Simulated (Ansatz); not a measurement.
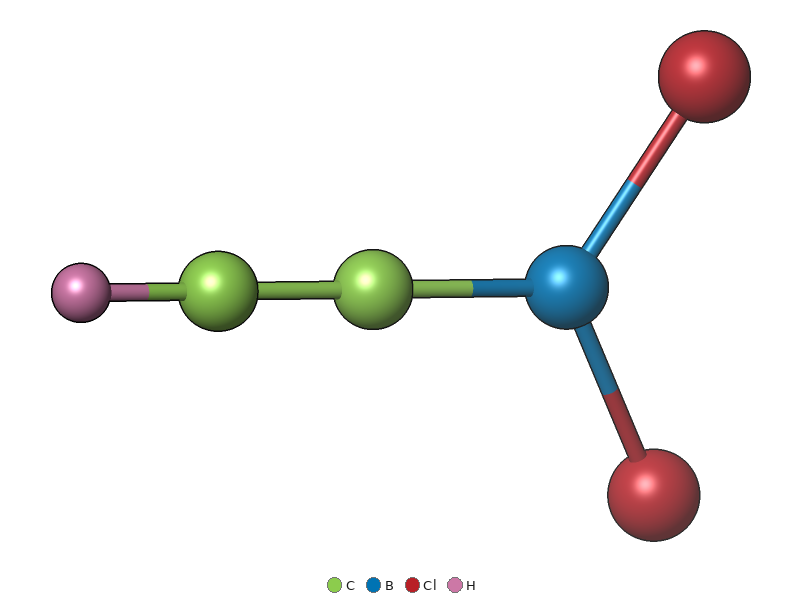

Starting geometry of the run.

The calculation was set up as follows.

```yaml
crystal:
  periodic: [false, false, false]
  atoms:
    - {symbol: C, position_ang: [-1.021995, 0.288042, 1.274617]}
    - {symbol: C, position_ang: [-0.279691, 0.072561, 0.349529]}
    - {symbol: B, position_ang: [0.647786, -0.196681, -0.806273]}
    - {symbol: Cl, position_ang: [0.825421, -1.813925, -1.428405]}
    - {symbol: Cl, position_ang: [1.548872, 1.107420, -1.528382]}
    - {symbol: H, position_ang: [-1.678393, 0.478581, 2.092613]}
basis:
  gaussian: {orbitals: STO-3G}
magnetization: {spin_polarized: false, initial_magnetization: 2}
hamiltonian: {xc: {name: HSE06}}
output: {forces: true}
```

It was started with:

```sh
ansatz run in.yaml --threads 4 --pin off --events-out ev --progress --plain --max-ram 10444MiB
```

Output:

```
Functional definition: HSE06
  name "HSE06"
  cite "Heyd, Scuseria & Ernzerhof, J. Chem. Phys. 118, 8207 (2003) doi:10.1063/1.1564060"
  cite "Krukau, Vydrov, Izmaylov & Scuseria, J. Chem. Phys. 125, 224106 (2006) doi:10.1063/1.2404663"
  cite "Heyd & Scuseria, J. Chem. Phys. 120, 7274 (2004) doi:10.1063/1.1668634"
  cite "Ernzerhof & Perdew, J. Chem. Phys. 109, 3313 (1998) doi:10.1063/1.476928"
  cite "Perdew, Burke & Ernzerhof, Phys. Rev. Lett. 77, 3865 (1996) doi:10.1103/PhysRevLett.77.3865"
  parent pbe
  parameter a = 0.25
  parameter omega = 0.11/bohr
  # The whole range is PBE's own exchange, as in plane waves. The composition of these papers is wPBEh.
  exchange = pbe_x - a*pbe_x_sr(omega) + a*exact_x_sr(omega)
  correlation = pbe_c
410 factors; integrals over basis functions are off by at most 8.4e-5 eV
61 factors; integrals over basis functions are off by at most 1.8e-7 eV
mean field evaluation 1: about -27488.1750 eV, gradient 1.3e1 eV
mean field evaluation 2: about -27488.1429 eV, gradient 1.3e1 eV
mean field evaluation 4: about -27488.2444 eV, gradient 1.2e1 eV
mean field evaluation 8: about -27488.7157 eV, gradient 7.3e0 eV
mean field evaluation 16: about -27489.3280 eV, gradient 1.8e-1 eV
mean field evaluation 32: about -27489.3378 eV, gradient 9.2e-6 eV
mean field evaluation 64: about -27489.3137 eV, gradient 1.4e0 eV
mean field evaluation 96: about -27486.0624 eV, gradient 1.7e1 eV
mean field -27489.33775168 eV, -1010.2145294319 hartree, gradient 1.4e-7 eV, S^2 2.000000; 12 other end points of the search recorded, 0 dependent functions left out
the calculation of the forces begins
reference -27489.33777145 eV, -1010.2145301584 hartree; 27, 25 occupied and 7, 9 virtual orbitals, 410 factors
Total energy: -27489.33777145 eV, -1010.2145301584 hartree
Atom 0 at    -1.021995     0.288042     1.274617 Å, force    -6.626572     1.923608     8.258367 eV/Å
Atom 1 at    -0.279691     0.072561     0.349529 Å, force     8.019236    -2.327925    -9.993797 eV/Å
Atom 2 at     0.647786    -0.196681    -0.806273 Å, force    -1.858709     0.539564     2.316271 eV/Å
Atom 3 at     0.825421    -1.813925    -1.428405 Å, force     0.047156    -1.739441    -0.500535 eV/Å
Atom 4 at     1.548872     1.107420    -1.528382 Å, force     0.844605     1.480608    -0.610765 eV/Å
Atom 5 at    -1.678393     0.478581     2.092613 Å, force    -0.425716     0.123585     0.530459 eV/Å
Dipole moment:    -0.577671     0.167692     0.719878 e Å
```

The calculation finished and met its thresholds.

The spin state was imposed, and no run here compares it with a lower spin, which may lie lower.
